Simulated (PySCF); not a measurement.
# O4Si4: relaxation and vibrations and intensities

The task, for O4Si4: 2 runs in a chain (relaxation and vibrations and intensities).

Program: PySCF 2.14.0. Level of theory: relaxation, pbe0, def2-tzvp, and further levels as typed in the inputs. These are calculated values, not measurements.

## Step 1: Starting point

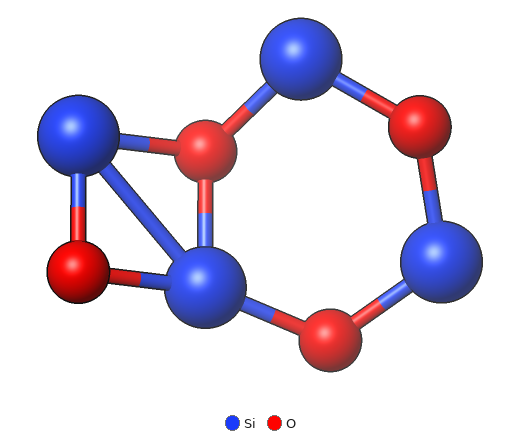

The starting structure, seen face on (silicon blue, oxygen red).

As a file:

```xyz
8

Si    1.1747   -1.8442    1.0308
O     0.3693   -2.8421   -0.0545
Si   -0.4908   -2.1640   -1.3283
O    -0.7723   -0.5098   -1.2455
Si   -0.3815    0.5417    0.0051
O     0.2873   -0.3871    1.2349
Si    1.6101    0.2986    2.0907
O     2.4974   -1.1585    1.8866
```

## Step 2: Relaxation: O4Si4, charge +1

Contents of run.py:

```python
from pyscf import gto, dft
from pyscf.geomopt.geometric_solver import optimize
mol = gto.M(atom="mol.xyz", basis="def2-tzvp", charge=1, spin=1, verbose=4)
mf = dft.UKS(mol, xc="pbe0").density_fit().run(conv_tol=1e-9)
for i in range(6):  # look for a lower solution of the same spin
    mo, _, ok, _ = mf.stability(return_status=True)
    if ok: break
    mf.kernel(mf.make_rdm1(mo, mf.mo_occ))
print(f"converged SCF energy = {mf.e_tot:.10f}, stable: {ok}")
mf = mf.newton()  # steadier than the usual iterations for open shells
m = optimize(mf, maxsteps=60)
print("optimised structure (A):")
for k in range(m.natm): print(m.atom_symbol(k), *(f"{x:.8f}" for x in m.atom_coords(unit="A")[k]))
```

Run with:

```bash
> python run.py
```

The program printed:

```text
57024 Bohr
   2 O      0.477363793986  -2.530487749648  -0.034238523800 AA    0.902086832417  -4.781928808402  -0.064701432891 Bohr
   3 Si    -0.194214477260  -2.134957663964  -1.545527457467 AA   -0.367012171447  -4.034485272434  -2.920623612608 Bohr
   4 O     -0.733151953198  -0.614979334052  -1.088096898867 AA   -1.385456399234  -1.162142513626  -2.056205135848 Bohr
   5 Si    -0.737570408608   0.559428834314   0.019608085908 AA   -1.393806069852   1.057167283038   0.037053912193 Bohr
   6 O      0.299236215809  -0.326520267276   1.250196836808 AA    0.565474494430  -0.617033879271   2.362529623364 Bohr
   7 Si     1.955593258118   0.294753911700   1.863261117676 AA    3.695535668888   0.557004167257   3.521053210959 Bohr
   8 O      2.341991436603  -1.280114637513   1.726324884689 AA    4.425722401255  -2.419066072946   3.262281234083 Bohr

******** <class 'pyscf.scf.hf.SecondOrderDFUKS_Scanner'> ********
method = SecondOrderDFUKS_Scanner
initial guess = minao
damping factor = 0
level_shift factor = 0
DIIS = <class 'pyscf.scf.diis.CDIIS'>
diis_start_cycle = 1
diis_space = 8
diis_damp = 0
SCF conv_tol = 1e-09
SCF conv_tol_grad = None
SCF max_cycles = 50
direct_scf = False
number electrons alpha = 44  beta = 43
XC library pyscf.dft.libxc version 7.0.0
    S. Lehtola, C. Steigemann, M. J.T. Oliveira, and M. A.L. Marques.,  SoftwareX 7, 1–5 (2018)
XC functionals = pbe0
    C. Adamo and V. Barone.,  J. Chem. Phys. 110, 6158 (1999)
    M. Ernzerhof and G. E. Scuseria.,  J. Chem. Phys. 110, 5029 (1999)
radial grids:
    Treutler-Ahlrichs [JCP 102, 346 (1995); DOI:10.1063/1.469408] (M4) radial grids

becke partition: Becke, JCP 88, 2547 (1988); DOI:10.1063/1.454033
pruning grids: <function nwchem_prune at 0x72a94a58dbc0>
grids dens level: 3
symmetrized grids: False
atomic radii adjust function: <function treutler_atomic_radii_adjust at 0x72a94a58e8e0>
small_rho_cutoff = 0
******** <class 'pyscf.df.df_jk.DFUKS'> Newton solver flags ********
SCF tol = 1e-09
conv_tol_grad = None
max. SCF cycles = 50
direct_scf = False
max_cycle_inner = 12
max_stepsize = 0.05
ah_start_tol = 1e+09
ah_level_shift = 0
ah_conv_tol = 1e-12
ah_lindep = 1e-14
ah_start_cycle = 1
ah_max_cycle = 40
ah_grad_trust_region = 2.5
kf_interval = 4
kf_trust_region = 5
canonicalization = True
Set conv_tol_grad to 3.16228e-05
tot grids = 133048
******** <class 'pyscf.df.df.DF'> ********
auxbasis = def2-tzvp-jkfit
[... the frontier-level lines of each cycle are left out ...]
Initial guess E= -1458.17791387736  |g|= 0.219038
macro= 0  E= -1458.20138827964  delta_E= -0.0234744  |g|= 4.11819e-05  5 KF 20 JK
macro= 1  E= -1458.20138827964  delta_E= -2.72848e-12  |g|= 1.00257e-05  1 KF 2 JK
Canonicalize SCF orbitals
macro X = 2  E=-1458.20138827964  |g|= 1.00257e-05  total 7 KF 25 JK
converged SCF energy = -1458.20138827964  <S^2> = 0.75337048  2S+1 = 2.0033676

******** <class 'pyscf.grad.rhf.Gradients_Scanner'> for <class 'pyscf.scf.hf.SecondOrderDFUKS_Scanner'> ********
unit = Eh/Bohr
grid_response = False
--------------- SecondOrderDFUKS_Scanner gradients ---------------
         x                y                z
0 Si     0.0057527732    -0.0259776620     0.0181962079
1 O    -0.0077204714     0.0172818873     0.0032788534
2 Si    -0.0021877896     0.0019589431    -0.0076879822
3 O     0.0046987028    -0.0012305081     0.0069906419
4 Si    -0.0026685164     0.0020446457    -0.0084431207
5 O     0.0002285131    -0.0111310577    -0.0109953749
6 Si     0.0112557155    -0.0064115791     0.0047323724
7 O    -0.0093649186     0.0234362769    -0.0061654527
----------------------------------------------
cycle 6: E = -1458.20138828  dE = -0.00645137  norm(grad) = 0.0523532

Geometry optimization cycle 7
Cartesian coordinates (Angstrom)
 Atom        New coordinates             dX        dY        dZ
  Si   0.890499  -1.974119   1.350195    0.012787  0.059015 -0.085780
   O   0.476006  -2.595180  -0.062675   -0.001358 -0.064693 -0.028436
  Si  -0.233539  -2.169944  -1.546253   -0.039325 -0.034986 -0.000726
   O  -0.740617  -0.630295  -1.077578   -0.007465 -0.015316  0.010519
  Si  -0.740063   0.573431   0.012632   -0.002492  0.014002 -0.006976
   O   0.322857  -0.272254   1.239850    0.023620  0.054267 -0.010347
  Si   1.962513   0.304010   1.924294    0.006919  0.009256  0.061033
   O   2.349074  -1.300473   1.788335    0.007083 -0.020358  0.062010
New geometry
   1 Si     0.890498776862  -1.974119124361   1.350194950067 AA    1.682798802530  -3.730544482308   2.551498670398 Bohr
   2 O      0.476005655154  -2.595180427522  -0.062674966306 AA    0.899520321984  -4.904180251847  -0.118438521185 Bohr
   3 Si    -0.233539427242  -2.169943735753  -1.546253351553 AA   -0.441325556775  -4.100599366288  -2.921995353626 Bohr
   4 O     -0.740617161014  -0.630295419408  -1.077578264223 AA   -1.399563597469  -1.191085720249  -2.036327797166 Bohr
   5 Si    -0.740062839720   0.573430832621   0.012631859231 AA   -1.398516082039   1.083627225035   0.023870754391 Bohr
   6 O      0.322856654210  -0.272253636579   1.239849826736 AA    0.610110653951  -0.514484809552   2.342976608120 Bohr
   7 Si     1.962512756461   0.304009817866   1.924293758292 AA    3.708611625676   0.574495294945   3.636388186382 Bohr
   8 O      2.349074460401  -1.300473104455   1.788335317374 AA    4.439107376368  -2.457537999782   3.379463968724 Bohr

******** <class 'pyscf.scf.hf.SecondOrderDFUKS_Scanner'> ********
method = SecondOrderDFUKS_Scanner
initial guess = minao
damping factor = 0
level_shift factor = 0
DIIS = <class 'pyscf.scf.diis.CDIIS'>
diis_start_cycle = 1
diis_space = 8
diis_damp = 0
SCF conv_tol = 1e-09
SCF conv_tol_grad = None
SCF max_cycles = 50
direct_scf = False
number electrons alpha = 44  beta = 43
XC library pyscf.dft.libxc version 7.0.0
    S. Lehtola, C. Steigemann, M. J.T. Oliveira, and M. A.L. Marques.,  SoftwareX 7, 1–5 (2018)
XC functionals = pbe0
    C. Adamo and V. Barone.,  J. Chem. Phys. 110, 6158 (1999)
    M. Ernzerhof and G. E. Scuseria.,  J. Chem. Phys. 110, 5029 (1999)
radial grids:
    Treutler-Ahlrichs [JCP 102, 346 (1995); DOI:10.1063/1.469408] (M4) radial grids

becke partition: Becke, JCP 88, 2547 (1988); DOI:10.1063/1.454033
pruning grids: <function nwchem_prune at 0x72a94a58dbc0>
grids dens level: 3
symmetrized grids: False
atomic radii adjust function: <function treutler_atomic_radii_adjust at 0x72a94a58e8e0>
small_rho_cutoff = 0
******** <class 'pyscf.df.df_jk.DFUKS'> Newton solver flags ********
SCF tol = 1e-09
conv_tol_grad = None
max. SCF cycles = 50
direct_scf = False
max_cycle_inner = 12
max_stepsize = 0.05
ah_start_tol = 1e+09
ah_level_shift = 0
ah_conv_tol = 1e-12
ah_lindep = 1e-14
ah_start_cycle = 1
ah_max_cycle = 40
ah_grad_trust_region = 2.5
kf_interval = 4
kf_trust_region = 5
canonicalization = True
Set conv_tol_grad to 3.16228e-05
tot grids = 133048
******** <class 'pyscf.df.df.DF'> ********
auxbasis = def2-tzvp-jkfit
Initial guess E= -1458.20566982488  |g|= 0.0373738
macro= 0  E= -1458.20644440148  delta_E= -0.000774577  |g|= 1.88733e-05  4 KF 14 JK
macro= 1  E= -1458.20644440148  delta_E= -9.09495e-13  |g|= 1.09429e-05  1 KF 2 JK
Canonicalize SCF orbitals
macro X = 2  E=-1458.20644440148  |g|= 1.09429e-05  total 6 KF 19 JK
converged SCF energy = -1458.20644440148  <S^2> = 0.75316996  2S+1 = 2.0031675

******** <class 'pyscf.grad.rhf.Gradients_Scanner'> for <class 'pyscf.scf.hf.SecondOrderDFUKS_Scanner'> ********
unit = Eh/Bohr
grid_response = False
--------------- SecondOrderDFUKS_Scanner gradients ---------------
         x                y                z
0 Si     0.0103230108    -0.0102576631    -0.0062158843
1 O    -0.0093191433     0.0051888143     0.0071284391
2 Si     0.0005173185    -0.0015612743    -0.0043562199
3 O     0.0023007539    -0.0010913010     0.0022275472
4 Si    -0.0007557479     0.0035190860    -0.0016582263
5 O    -0.0052986939    -0.0031499428    -0.0023992646
6 Si     0.0045124540     0.0040844810     0.0028176645
7 O    -0.0023702007     0.0032517113     0.0025179686
----------------------------------------------
[... 826 lines left out ...]
--------------- SecondOrderDFUKS_Scanner gradients ---------------
         x                y                z
0 Si    -0.0001301544     0.0000727842    -0.0000294587
1 O     0.0002427922    -0.0002654009     0.0001630280
2 Si    -0.0002973106     0.0001416635    -0.0002938508
3 O     0.0002005261    -0.0002453474    -0.0000087451
4 Si    -0.0000605477     0.0003048309     0.0000333323
5 O     0.0000809410    -0.0003897428     0.0001237168
6 Si     0.0000242952     0.0005102798     0.0000040914
7 O    -0.0000664751    -0.0002329927     0.0000113262
----------------------------------------------
cycle 16: E = -1458.21082514  dE = -7.95981e-06  norm(grad) = 0.0010323

Geometry optimization cycle 17
Cartesian coordinates (Angstrom)
 Atom        New coordinates             dX        dY        dZ
  Si   0.761220  -1.874611   1.326758   -0.000620  0.002982 -0.000113
   O   0.664515  -2.521181  -0.144749   -0.000471  0.003697 -0.000255
  Si  -0.265200  -2.162758  -1.514371   -0.000607  0.003692  0.000515
   O  -0.899410  -0.682747  -0.983683   -0.003973  0.001523  0.002202
  Si  -0.755430   0.624559  -0.030620   -0.000058  0.002042  0.000826
   O   0.414673  -0.144682   1.152036    0.002381  0.003924 -0.001721
  Si   2.063428   0.244382   1.907288    0.002987  0.000428 -0.001775
   O   2.240833  -1.400654   1.911561    0.000311  0.000638 -0.000601
New geometry
   1 Si     0.761219637162  -1.874611213832   1.326758110610 AA    1.438496634878  -3.542501784182   2.507209462598 Bohr
   2 O      0.664515218709  -2.521181141505  -0.144749412523 AA    1.255751768966  -4.764341867863  -0.273536746360 Bohr
   3 Si    -0.265200466336  -2.162757680016  -1.514370587706 AA   -0.501156249483  -4.087019689029  -2.861745661861 Bohr
   4 O     -0.899409562425  -0.682746974234  -0.983683054143 AA   -1.699637746798  -1.290204793678  -1.858891565705 Bohr
   5 Si    -0.755429559311   0.624558501433  -0.030619773059 AA   -1.427554973499   1.180244516477  -0.057862985079 Bohr
   6 O      0.414673398158  -0.144681753588   1.152036415181 AA    0.783619153661  -0.273408889503   2.177033310217 Bohr
   7 Si     2.063427856753   0.244382042278   1.907288018397 AA    3.899313527061   0.461815129667   3.604251995434 Bohr
   8 O      2.240832775190  -1.400654201523   1.911561245565 AA    4.234560236057  -2.646852836101   3.612327224449 Bohr

******** <class 'pyscf.scf.hf.SecondOrderDFUKS_Scanner'> ********
method = SecondOrderDFUKS_Scanner
initial guess = minao
damping factor = 0
level_shift factor = 0
DIIS = <class 'pyscf.scf.diis.CDIIS'>
diis_start_cycle = 1
diis_space = 8
diis_damp = 0
SCF conv_tol = 1e-09
SCF conv_tol_grad = None
SCF max_cycles = 50
direct_scf = False
number electrons alpha = 44  beta = 43
XC library pyscf.dft.libxc version 7.0.0
    S. Lehtola, C. Steigemann, M. J.T. Oliveira, and M. A.L. Marques.,  SoftwareX 7, 1–5 (2018)
XC functionals = pbe0
    C. Adamo and V. Barone.,  J. Chem. Phys. 110, 6158 (1999)
    M. Ernzerhof and G. E. Scuseria.,  J. Chem. Phys. 110, 5029 (1999)
radial grids:
    Treutler-Ahlrichs [JCP 102, 346 (1995); DOI:10.1063/1.469408] (M4) radial grids

becke partition: Becke, JCP 88, 2547 (1988); DOI:10.1063/1.454033
pruning grids: <function nwchem_prune at 0x72a94a58dbc0>
grids dens level: 3
symmetrized grids: False
atomic radii adjust function: <function treutler_atomic_radii_adjust at 0x72a94a58e8e0>
small_rho_cutoff = 0
******** <class 'pyscf.df.df_jk.DFUKS'> Newton solver flags ********
SCF tol = 1e-09
conv_tol_grad = None
max. SCF cycles = 50
direct_scf = False
max_cycle_inner = 12
max_stepsize = 0.05
ah_start_tol = 1e+09
ah_level_shift = 0
ah_conv_tol = 1e-12
ah_lindep = 1e-14
ah_start_cycle = 1
ah_max_cycle = 40
ah_grad_trust_region = 2.5
kf_interval = 4
kf_trust_region = 5
canonicalization = True
Set conv_tol_grad to 3.16228e-05
tot grids = 133048
******** <class 'pyscf.df.df.DF'> ********
auxbasis = def2-tzvp-jkfit
Initial guess E= -1458.21082657759  |g|= 0.000833999
macro= 0  E= -1458.21082708975  delta_E= -5.1216e-07  |g|= 9.94993e-05  2 KF 8 JK
macro= 1  E= -1458.21082708975  delta_E= -4.54747e-13  |g|= 8.94779e-06  1 KF 2 JK
Canonicalize SCF orbitals
macro X = 2  E=-1458.21082708975  |g|= 8.94779e-06  total 4 KF 13 JK
converged SCF energy = -1458.21082708975  <S^2> = 0.7533114  2S+1 = 2.0033087

******** <class 'pyscf.grad.rhf.Gradients_Scanner'> for <class 'pyscf.scf.hf.SecondOrderDFUKS_Scanner'> ********
unit = Eh/Bohr
grid_response = False
--------------- SecondOrderDFUKS_Scanner gradients ---------------
         x                y                z
0 Si    -0.0001675815    -0.0000093147     0.0000029680
1 O     0.0001569472    -0.0001138117     0.0000596358
2 Si    -0.0001469043     0.0001991497    -0.0000447320
3 O     0.0000999922    -0.0002088766    -0.0000449873
4 Si     0.0000872241     0.0000028649     0.0000807432
5 O     0.0000179281    -0.0000408301    -0.0000193883
6 Si    -0.0000870496     0.0000896429    -0.0000250021
7 O     0.0000322482    -0.0000230332    -0.0000058798
----------------------------------------------
cycle 17: E = -1458.21082709  dE = -1.95453e-06  norm(grad) = 0.000471762

Geometry optimization cycle 18
Cartesian coordinates (Angstrom)
 Atom        New coordinates             dX        dY        dZ
  Si   0.761773  -1.872314   1.326740    0.000553  0.002297 -0.000018
   O   0.663189  -2.518372  -0.144797   -0.001326  0.002809 -0.000048
  Si  -0.266453  -2.160162  -1.513992   -0.001253  0.002596  0.000378
   O  -0.901278  -0.680308  -0.982864   -0.001869  0.002439  0.000819
  Si  -0.755577   0.626620  -0.029726   -0.000147  0.002062  0.000894
   O   0.416100  -0.142027   1.151799    0.001426  0.002655 -0.000237
  Si   2.065753   0.245390   1.906168    0.002325  0.001008 -0.001120
   O   2.242141  -1.399530   1.910324    0.001308  0.001124 -0.001237
New geometry
   1 Si     0.761773133817  -1.872314313672   1.326739892618 AA    1.439542591966  -3.538161271943   2.507175035583 Bohr
   2 O      0.663188760604  -2.518371921097  -0.144797447178 AA    1.253245126431  -4.759033210668  -0.273627518703 Bohr
   3 Si    -0.266453476304  -2.160161566160  -1.513992427581 AA   -0.503524095154  -4.082113744853  -2.861031042793 Bohr
   4 O     -0.901278170820  -0.680307921540  -0.982863805321 AA   -1.703168904899  -1.285595652082  -1.857343409805 Bohr
   5 Si    -0.755576784058   0.626620213661  -0.029726013109 AA   -1.427833187948   1.184140587936  -0.056174023551 Bohr
   6 O      0.416099583837  -0.142026991923   1.151799126325 AA    0.786314253997  -0.268392117030   2.176584899268 Bohr
   7 Si     2.065752878906   0.245389743550   1.906168093758 AA    3.903707182164   0.463719409087   3.602135644587 Bohr
   8 O      2.242141145937  -1.399530012287   1.910323993096 AA    4.237032698440  -2.644728426332   3.609989156137 Bohr

******** <class 'pyscf.scf.hf.SecondOrderDFUKS_Scanner'> ********
method = SecondOrderDFUKS_Scanner
initial guess = minao
damping factor = 0
level_shift factor = 0
DIIS = <class 'pyscf.scf.diis.CDIIS'>
diis_start_cycle = 1
diis_space = 8
diis_damp = 0
SCF conv_tol = 1e-09
SCF conv_tol_grad = None
SCF max_cycles = 50
direct_scf = False
number electrons alpha = 44  beta = 43
XC library pyscf.dft.libxc version 7.0.0
    S. Lehtola, C. Steigemann, M. J.T. Oliveira, and M. A.L. Marques.,  SoftwareX 7, 1–5 (2018)
XC functionals = pbe0
    C. Adamo and V. Barone.,  J. Chem. Phys. 110, 6158 (1999)
    M. Ernzerhof and G. E. Scuseria.,  J. Chem. Phys. 110, 5029 (1999)
radial grids:
    Treutler-Ahlrichs [JCP 102, 346 (1995); DOI:10.1063/1.469408] (M4) radial grids

becke partition: Becke, JCP 88, 2547 (1988); DOI:10.1063/1.454033
pruning grids: <function nwchem_prune at 0x72a94a58dbc0>
grids dens level: 3
symmetrized grids: False
atomic radii adjust function: <function treutler_atomic_radii_adjust at 0x72a94a58e8e0>
small_rho_cutoff = 0
******** <class 'pyscf.df.df_jk.DFUKS'> Newton solver flags ********
SCF tol = 1e-09
conv_tol_grad = None
max. SCF cycles = 50
direct_scf = False
max_cycle_inner = 12
max_stepsize = 0.05
ah_start_tol = 1e+09
ah_level_shift = 0
ah_conv_tol = 1e-12
ah_lindep = 1e-14
ah_start_cycle = 1
ah_max_cycle = 40
ah_grad_trust_region = 2.5
kf_interval = 4
kf_trust_region = 5
canonicalization = True
Set conv_tol_grad to 3.16228e-05
tot grids = 133048
******** <class 'pyscf.df.df.DF'> ********
auxbasis = def2-tzvp-jkfit
Initial guess E= -1458.21082743816  |g|= 0.000398864
macro= 0  E= -1458.21082754635  delta_E= -1.08195e-07  |g|= 4.07288e-05  2 KF 7 JK
macro= 1  E= -1458.21082754635  delta_E= 1.36424e-12  |g|= 5.31193e-06  1 KF 2 JK
Canonicalize SCF orbitals
macro X = 2  E=-1458.21082754635  |g|= 5.31193e-06  total 4 KF 12 JK
converged SCF energy = -1458.21082754635  <S^2> = 0.75331157  2S+1 = 2.0033088

******** <class 'pyscf.grad.rhf.Gradients_Scanner'> for <class 'pyscf.scf.hf.SecondOrderDFUKS_Scanner'> ********
unit = Eh/Bohr
grid_response = False
--------------- SecondOrderDFUKS_Scanner gradients ---------------
         x                y                z
0 Si    -0.0000703688    -0.0000504544     0.0000270207
1 O     0.0000451177    -0.0000183940    -0.0000143833
2 Si    -0.0000252576     0.0001170759     0.0000482380
3 O     0.0000184827    -0.0001064594    -0.0000472065
4 Si     0.0001216138    -0.0001296304     0.0000668913
5 O    -0.0000436881     0.0001345812    -0.0000609481
6 Si    -0.0000962553    -0.0001182750    -0.0000168276
7 O     0.0000437124     0.0000663122     0.0000010818
----------------------------------------------
cycle 18: E = -1458.21082755  dE = -4.56607e-07  norm(grad) = 0.000361986
optimised structure (A):
Si 0.76177313 -1.87231431 1.32673989
O 0.66318876 -2.51837192 -0.14479745
Si -0.26645348 -2.16016157 -1.51399243
O -0.90127817 -0.68030792 -0.98286381
Si -0.75557678 0.62662021 -0.02972601
O 0.41609958 -0.14202699 1.15179913
Si 2.06575288 0.24538974 1.90616809
O 2.24214115 -1.39953001 1.91032399
```

It took 36 min on 2 threads of Intel Xeon Platinum 8488C (Sapphire Rapids), shared host.

[end of part 1 of 2]
